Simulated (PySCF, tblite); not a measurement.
# C₂H₂F₂: changes of charge, electronic excitations, EPR parameters, part 2 of 2

tblite 0.8.0 and PySCF 2.14.0. Atoms count from 0. Earlier steps stand in the parts before.

### 12 Single point (C2H2F2): wB97X-D3(BJ)/ma-def2-TZVP

Geometry: PBE0-D3(BJ)/def2-SVP, that of another charge or spin state.

Job settings and geometry (Å):

```
{"job": {"kind": "sp", "xc": "wB97X", "basis": "ma-def2-TZVP", "d3": "d3bj", "grid": 2}, "charge": 0, "multiplicity": 1}
C      0.646728    -0.383169    -0.062899
C     -0.565366     0.339918     0.028283
F     -1.680927    -0.227807     0.079857
F     -0.595409     1.591862     0.061412
H      1.593546     0.166734    -0.103843
H      0.613542    -1.478007    -0.089768
```

Output:

```text
coarse grid: 5584 points
cycle   1  E = -277.1218199396  dE =  7.577e-01  |g| = 7.149e-01  |ddm| = 1.770e+00
cycle   2  E = -277.1296975608  dE = -7.878e-03  |g| = 7.400e-01  |ddm| = 6.814e-01
cycle   3  E = -277.2169331357  dE = -8.724e-02  |g| = 2.862e-02  |ddm| = 3.173e-01
cycle   4  E = -277.2172115469  dE = -2.784e-04  |g| = 1.173e-02  |ddm| = 3.876e-02
cycle   5  E = -277.2172523041  dE = -4.076e-05  |g| = 4.650e-03  |ddm| = 1.408e-02
cycle   6  E = -277.2172586074  dE = -6.303e-06  |g| = 2.314e-03  |ddm| = 4.738e-03
final grid: 56368 points
cycle   7  E = -277.2154506694  dE = -3.729e-05  |g| = 9.501e-03  |ddm| = 2.398e-02
cycle   8  E = -277.2154502970  dE =  3.724e-07  |g| = 9.603e-03  |ddm| = 7.045e-03
cycle   9  E = -277.2154618923  dE = -1.160e-05  |g| = 4.054e-04  |ddm| = 3.469e-03
cycle  10  E = -277.2154619376  dE = -4.534e-08  |g| = 1.712e-04  |ddm| = 4.446e-04
cycle  11  E = -277.2154619468  dE = -9.212e-09  |g| = 4.843e-05  |ddm| = 1.997e-04
converged SCF energy = -277.2154619468
```

It took 2.9 s on 1 thread of Arm Neoverse V2, shared host; peak memory 0.56 GiB.

### 13 Single point (C2H2F2+ (doublet), [CH2]C(F)=[F+]): wB97X-D3(BJ)/ma-def2-TZVP

Geometry: PBE0-D3(BJ)/def2-SVP.

Job settings and geometry (Å):

```
{"job": {"kind": "sp", "xc": "wB97X", "basis": "ma-def2-TZVP", "d3": "d3bj", "grid": 2}, "charge": 1, "multiplicity": 2}
C      0.646728    -0.383169    -0.062899
C     -0.565366     0.339918     0.028283
F     -1.680927    -0.227807     0.079857
F     -0.595409     1.591862     0.061412
H      1.593546     0.166734    -0.103843
H      0.613542    -1.478007    -0.089768
```

Output:

```text
final grid: 56368 points
cycle   1  E = -276.8510946808  dE = -3.351e-02  |g| = 1.593e-01  |ddm| = 3.103e-01
cycle   2  E = -276.8569862872  dE = -5.892e-03  |g| = 1.128e-01  |ddm| = 1.518e-01
cycle   3  E = -276.8615199826  dE = -4.534e-03  |g| = 2.978e-02  |ddm| = 6.138e-02
cycle   4  E = -276.8617595532  dE = -2.396e-04  |g| = 4.287e-03  |ddm| = 1.150e-02
cycle   5  E = -276.8617883248  dE = -2.877e-05  |g| = 1.767e-03  |ddm| = 7.294e-03
cycle   6  E = -276.8617945048  dE = -6.180e-06  |g| = 9.779e-04  |ddm| = 3.185e-03
cycle   7  E = -276.8617961283  dE = -1.624e-06  |g| = 1.472e-04  |ddm| = 2.186e-03
cycle   8  E = -276.8617961807  dE = -5.241e-08  |g| = 3.532e-05  |ddm| = 4.099e-04
cycle   9  E = -276.8617961826  dE = -1.897e-09  |g| = 1.449e-05  |ddm| = 7.277e-05
converged SCF energy = -276.8617961826
```

Wall time 5.7 s (1 thread of Arm Neoverse V2, shared host); peak memory 0.58 GiB.

### 14 Single point (C₂H₂F₂): wB97X-D3(BJ)/ma-def2-TZVP in acetonitrile

Geometry: PBE0-D3(BJ)/def2-SVP.

Job settings and geometry (Å):

```
{"job": {"kind": "sp", "xc": "wB97X", "basis": "ma-def2-TZVP", "d3": "d3bj", "grid": 2, "solvent": "acetonitrile"}, "charge": 0, "multiplicity": 1}
C      0.641440    -0.352771    -0.050300
C     -0.515665     0.285766     0.027303
F     -1.691030    -0.291100     0.083247
F     -0.654008     1.588556     0.060130
H      1.568383     0.215830    -0.092157
H      0.656608    -1.440685    -0.071912
```

Output:

```text
final grid: 56368 points
cycle   1  E = -277.2362405998  dE = -2.012e-04  |g| = 8.102e-03  |ddm| = 7.914e-02
cycle   2  E = -277.2362602500  dE = -1.965e-05  |g| = 5.965e-03  |ddm| = 2.164e-02
cycle   3  E = -277.2362664908  dE = -6.241e-06  |g| = 1.797e-03  |ddm| = 4.927e-03
cycle   4  E = -277.2362680157  dE = -1.525e-06  |g| = 4.319e-04  |ddm| = 5.311e-03
cycle   5  E = -277.2362680932  dE = -7.748e-08  |g| = 1.416e-04  |ddm| = 7.719e-04
cycle   6  E = -277.2362681029  dE = -9.737e-09  |g| = 7.120e-05  |ddm| = 2.694e-04
converged SCF energy = -277.2362681029
```

Run time: 2.6 s. Hardware: 1 thread of Arm Neoverse V2, shared host; peak memory 0.58 GiB.

### 15 Single point (C₂H₂F₂+ (doublet), [CH2]C(F)=[F+]): wB97X-D3(BJ)/ma-def2-TZVP in acetonitrile

Geometry: PBE0-D3(BJ)/def2-SVP.

Job settings and geometry (Å):

```
{"job": {"kind": "sp", "xc": "wB97X", "basis": "ma-def2-TZVP", "d3": "d3bj", "grid": 2, "solvent": "acetonitrile"}, "charge": 1, "multiplicity": 2}
C      0.646728    -0.383169    -0.062899
C     -0.565366     0.339918     0.028283
F     -1.680927    -0.227807     0.079857
F     -0.595409     1.591862     0.061412
H      1.593546     0.166734    -0.103843
H      0.613542    -1.478007    -0.089768
```

Output:

```text
final grid: 56368 points
cycle   1  E = -276.9676727783  dE = -5.108e-04  |g| = 1.689e-02  |ddm| = 7.589e-02
cycle   2  E = -276.9677081075  dE = -3.533e-05  |g| = 1.701e-02  |ddm| = 1.898e-02
cycle   3  E = -276.9677919655  dE = -8.386e-05  |g| = 2.059e-03  |ddm| = 6.824e-03
cycle   4  E = -276.9677980646  dE = -6.099e-06  |g| = 9.397e-04  |ddm| = 3.221e-03
cycle   5  E = -276.9678004656  dE = -2.401e-06  |g| = 3.711e-04  |ddm| = 2.309e-03
cycle   6  E = -276.9678008835  dE = -4.179e-07  |g| = 7.305e-05  |ddm| = 1.244e-03
cycle   7  E = -276.9678008939  dE = -1.042e-08  |g| = 3.205e-05  |ddm| = 1.752e-04
cycle   8  E = -276.9678008949  dE = -9.957e-10  |g| = 1.050e-05  |ddm| = 5.248e-05
converged SCF energy = -276.9678008949
```

It took 5.3 s on 1 thread of Arm Neoverse V2, shared host; peak memory 0.58 GiB.

### 16 Changes of charge: wB97X-D3(BJ)/ma-def2-TZVP

This step combines the energies above: geometries from PBE0-D3(BJ)/def2-SVP, zero-point and thermal terms from PBE0-D3(BJ)/def2-SVP.

Job settings and geometry (Å):

```
{"job": {"kind": "rx", "dirs": [1], "geom": {"xc": "PBE0", "basis": "def2-SVP", "d3": "d3bj", "grid": 1}, "hess": 1, "level": {"xc": "wB97X", "basis": "ma-def2-TZVP", "d3": "d3bj", "solvents": ["acetonitrile"]}}, "charge": 0, "multiplicity": 1}
C      0.641440    -0.352771    -0.050300
C     -0.515665     0.285766     0.027303
F     -1.691030    -0.291100     0.083247
F     -0.654008     1.588556     0.060130
H      1.568383     0.215830    -0.092157
H      0.656608    -1.440685    -0.071912
```

Output (the driver's rows laid out field by field):

```text
ionisation and electron attachment, wB97X-D3(BJ)/ma-def2-TZVP // PBE0-D3(BJ)/def2-SVP

row 1
  change                  oxidation
  charge                  1
  multiplicity            2
  vertical_ev             10.4422
  vertical_s2             0.752
  formula                 C2H2F2
  smiles                  [CH2]C(F)=[F+]
  kept                    yes
  pieces                  1
  point_group             C2v
  adiabatic_electronic_ev 10.1237
  adiabatic_ev            10.1081
  free_energy_ev          10.0868
  s2                      0.752
  bonds_moved             0 1 1.324 1.414; 1 3 1.311 1.253; 1 2 1.31 1.253; 0 4 1.088 1.096
  spin_on                 0 C 0.711; 1 C 0.183
  charge_moved            0 C 0.311; 1 C 0.212; 3 F 0.157; 2 F 0.157
  vertical_back_ev        9.6237
  relaxation_parent_ev    0.5
  relaxation_ion_ev       0.3184
  reorganisation_ev       0.8184
  solution                solvent acetonitrile, absolute_potential_v 7.2685, solvation_parent_kj -6.38, solvation_ion_kj -278.32
```

Wall time 1.9 min (1 thread of Arm Neoverse V2, shared host); peak memory 0.58 GiB.

Energy taken up on oxidation, or given off on reduction (eV; adiabatic with zero-point energy):

```
                    change         product  vertical  adiabatic  free energy  reorganisation  ⟨S²⟩
oxidation (multiplicity 2)  [CH2]C(F)=[F+]     10.44      10.11        10.09            0.82  0.75
```

On oxidation to multiplicity 2 charge changes most on C0 (+0.31 e), C1 (+0.21 e), F3 (+0.16 e); the spin sits on C0 (0.71), C1 (0.18); the bond C0–C1 goes from 1.324 to 1.414 Å; the absolute potential is 7.27 V in acetonitrile.

### 17 Electronic excitations: TDDFT CAM-B3LYP/def2-SVPD

Job settings and geometry (Å):

```
{"job": {"kind": "uv", "xc": "CAM-B3LYP", "basis": "def2-SVPD", "nstates": 6, "ntriplets": 0}, "charge": 0, "multiplicity": 1}
C      0.641440    -0.352771    -0.050300
C     -0.515665     0.285766     0.027303
F     -1.691030    -0.291100     0.083247
F     -0.654008     1.588556     0.060130
H      1.568383     0.215830    -0.092157
H      0.656608    -1.440685    -0.071912
```

With the program's defaults for keys left out, this is: TDDFT CAM-B3LYP/def2-SVPD, vertical, gas phase, core orbitals frozen in the response.

Output:

```text
coarse grid: 5584 points
cycle   1  E = -276.6659810422  dE =  6.080e-01  |g| = 6.567e-01  |ddm| = 3.004e+00
cycle   2  E = -276.6405196788  dE =  2.546e-02  |g| = 7.873e-01  |ddm| = 1.173e+00
cycle   3  E = -276.7500314459  dE = -1.095e-01  |g| = 2.648e-02  |ddm| = 6.688e-01
cycle   4  E = -276.7502189942  dE = -1.875e-04  |g| = 7.649e-03  |ddm| = 4.287e-02
cycle   5  E = -276.7502363921  dE = -1.740e-05  |g| = 1.466e-03  |ddm| = 1.389e-02
cycle   6  E = -276.7502370295  dE = -6.374e-07  |g| = 6.240e-04  |ddm| = 2.760e-03
final grid: 56368 points
cycle   7  E = -276.7880896352  dE = -1.501e-05  |g| = 3.204e-03  |ddm| = 3.544e-02
cycle   8  E = -276.7880889471  dE =  6.880e-07  |g| = 3.863e-03  |ddm| = 6.203e-03
cycle   9  E = -276.7880915907  dE = -2.644e-06  |g| = 2.466e-04  |ddm| = 2.747e-03
cycle  10  E = -276.7880916020  dE = -1.126e-08  |g| = 7.270e-05  |ddm| = 3.011e-04
cycle  11  E = -276.7880916033  dE = -1.300e-09  |g| = 1.625e-05  |ddm| = 1.230e-04
cycle  12  E = -276.7880916033  dE = -5.349e-11  |g| = 7.742e-06  |ddm| = 2.223e-05
converged SCF energy = -276.7880916033

Static polarisability (au): isotropic 27.778, principal 20.812 26.397 36.123

Singlet excitations
state   eV       nm        f      main configurations
  1   7.2013    172.2   0.04001   H->L 0.98
  2   7.8514    157.9   0.35610   H->L+1 0.96
  3   8.3855    147.9   0.00289   H->L+2 0.96
  4   8.5457    145.1   0.00000   H->L+3 0.89
  5   9.5541    129.8   0.00000   H->L+4 0.92
  6   9.8376    126.0   0.01207   H->L+6 0.81, H->L+7 0.12
```

It took 4 s on 1 thread of Arm Neoverse V2, shared host.

Frontier orbitals and where they lie:

```
orbital      eV                      atoms
 HOMO−3  -14.45  F3 32 %, F2 32 %, C0 16 %
 HOMO−2  -14.11  F2 27 %, F3 27 %, C0 23 %
 HOMO−1  -13.41  C0 32 %, F3 20 %, F2 20 %
   HOMO   -9.24  C0 42 %, C1 30 %, F3 11 %
   LUMO    1.28  C1 37 %, C0 29 %, F2 10 %
 LUMO+1    1.42   C1 36 %, C0 29 %, F2 9 %
 LUMO+2    2.24  C0 20 %, H5 19 %, H4 19 %
```

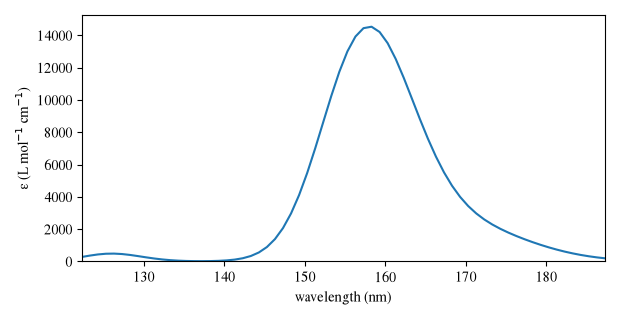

Absorption spectrum: each of the 6 states is a Gaussian band of 0.4 eV half-width at 1/e. Beyond the last state computed it falls off for lack of states.

Ground-state properties from the same run:

```
           property  computed
  dipole moment (D)      1.35
polarisability (Å³)      4.12
 HOMO–LUMO gap (eV)     10.53
      −ε(HOMO) (eV)      9.24
```

### 18 EPR parameters (C2H2F2+ (doublet), [CH2]C(F)=[F+]): UKS B3LYP, pcH-1 on C F H

Job settings and geometry (Å):

```
{"job": {"kind": "epr", "basis": "pcH-1"}, "charge": 1, "multiplicity": 2}
C      0.646728    -0.383169    -0.062899
C     -0.565366     0.339918     0.028283
F     -1.680927    -0.227807     0.079857
F     -0.595409     1.591862     0.061412
H      1.593546     0.166734    -0.103843
H      0.613542    -1.478007    -0.089768
```

Method: UKS B3LYP, pcH-1 on C F H, non-relativistic, mean-field spin-orbit, GIAO.

Output:

```text
UKS, coarse grid
  cycle   1  E = -276.60943402  |g| = 5.13e-01
  cycle   2  E = -276.47435254  |g| = 8.63e-01
  cycle   3  E = -276.70786575  |g| = 7.36e-02
  cycle   4  E = -276.70927990  |g| = 2.49e-02
  cycle   5  E = -276.70947565  |g| = 8.29e-03
  cycle   6  E = -276.70951076  |g| = 1.53e-03
  cycle   7  E = -276.70951270  |g| = 3.76e-04
UKS, final grid
  cycle   1  E = -276.70953416  |g| = 2.61e-04
  cycle   2  E = -276.70953416  |g| = 3.38e-04
  cycle   3  E = -276.70953420  |g| = 6.19e-05
  cycle   4  E = -276.70953420  |g| = 3.37e-05
  cycle   5  E = -276.70953420  |g| = 1.57e-05
internal stability: stable
E = -276.70953420 Eh   <S^2> = 0.7519 (exact 0.7500)
g shifts (ppm)      1          2          3
  rmc          -196       -196       -196
  gc             -2         47         45
  oz_so         -52       1499       2950
  total        -249       1350       2799
hyperfine (MHz)  atom isotope    a_iso     a_fc   dipolar eigenvalues
    0   13C      58.44      58.44    -60.54    -59.81    120.35
    1   13C     -13.95     -13.95    -23.86    -18.21     42.07
    2   19F      62.43      62.43   -161.68   -158.24    319.93
    3   19F      62.49      62.49   -161.86   -158.40    320.26
    4    1H     -51.47     -51.47    -26.61     -5.11     31.73
    5    1H     -51.46     -51.46    -26.62     -5.11     31.73
```

Run time: 20 s. Hardware: 1 thread of Arm Neoverse V2, shared host.

Principal g values 2.00207, 2.00367, 2.00512; g(iso) = 2.00362, against 2.00232 for a free electron.

Hyperfine couplings; where a row names several nuclei, a(iso) is their mean (it holds for fast rotation or exchange) and the dipolar term the largest among them:

```
nuclei  isotope  a(iso) (MHz)  a(iso) (G, at g = 2.0023)  largest dipolar term (MHz)
F2, F3      19F          62.5                       22.3                       320.3
    C0      13C          58.4                       20.9                       120.4
H4, H5       1H         -51.5                      -18.4                        31.7
    C1      13C         -13.9                       -5.0                        42.1
```

Mulliken spin populations:

```
atom  value (e)
  C0       0.73
  C1       0.20
  F2       0.07
  F3       0.07
  H4      -0.03
  H5      -0.03
```

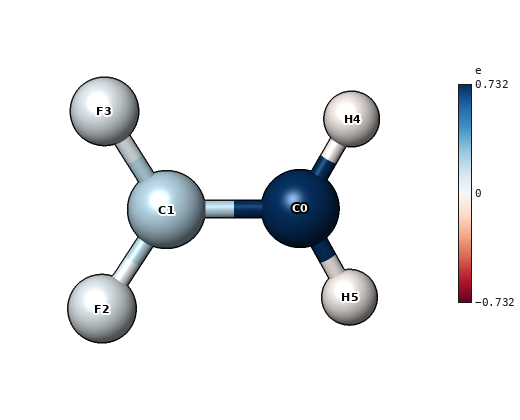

Mulliken spin populations, as colours on the atoms.

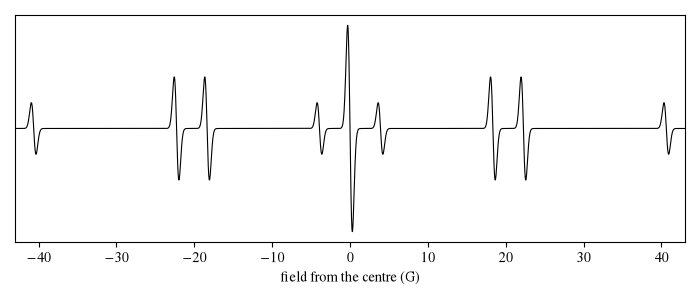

First-order isotropic spectrum (first derivative, main isotopes with spin only, couplings over 0.8 MHz, Gaussian width 0.3 G; couplings of the frozen geometry, rotation of groups not averaged beyond the rows shown).

### 19 Spectra of the species

Job settings and geometry (Å):

```
{"job": {"kind": "rx", "dirs": [1], "geom": {"xc": "PBE0", "basis": "def2-SVP", "d3": "d3bj", "grid": 1}, "hess": 1, "level": {"xc": "wB97X", "basis": "ma-def2-TZVP", "d3": "d3bj", "solvents": ["acetonitrile"]}, "spectra": true}, "charge": 0, "multiplicity": 1}
C      0.641440    -0.352771    -0.050300
C     -0.515665     0.285766     0.027303
F     -1.691030    -0.291100     0.083247
F     -0.654008     1.588556     0.060130
H      1.568383     0.215830    -0.092157
H      0.656608    -1.440685    -0.071912
```

Output:

```text
uv C=C(F)F +0: TDDFT CAM-B3LYP/def2-SVPD, vertical, gas phase, core orbitals frozen in the response
epr [CH2]C(F)=[F+] +1: UKS B3LYP, pcH-1 on C F H, non-relativistic, mean-field spin-orbit, GIAO
```

It took 24 s on 1 thread of Arm Neoverse V2, shared host.

This step only lists the spectra that were run on the species above.

### 20 Results

This closing draws on all 2 parts.

| quantity | value |
| --- | --- |
| strongest single infrared mode (GFN2-xTB) | 1201 cm⁻¹, 288 km/mol |
| zero-point energy (GFN2-xTB) | 22.1 kcal/mol |
| point group | C2v |
| rotational constants (main isotopes) | 11.09, 10.47, 5.39 GHz |
| ionisation energy (wB97X-D3(BJ)/ma-def2-TZVP) | vertical 10.44 eV, adiabatic 10.11 eV |
| lowest singlet (CAM-B3LYP/def2-SVPD) | 7.20 eV (172 nm), f = 0.040 |
| brightest single state of those computed | state 2, 7.85 eV, f = 0.356 |

**Reading.** All 12 modes are real, so the xTB geometry is a minimum. The strongest single mode, at 1201 cm⁻¹, moves mainly C1. GFN2-xTB is a fitted tight-binding method: band positions and strengths are rough. Its intensities can rank the bands wrongly. The optimisation took 6 steps and gained 0.026 eV; among the close pairs (by a distance rule), C0–H4 changed most, from 1.072 to 1.088 Å (PBE0/def2-SVP). At wB97X-D3(BJ)/ma-def2-TZVP, relaxation with the zero-point term after oxidation moves the energy taken up from 10.44 eV (vertical) to 10.11 eV (adiabatic, with zero-point energy). The first singlet state (HOMO→LUMO 0.98) lies at 7.20 eV and is weak; of the 6 states computed, the strongest absorption comes from state 2 at 7.85 eV.
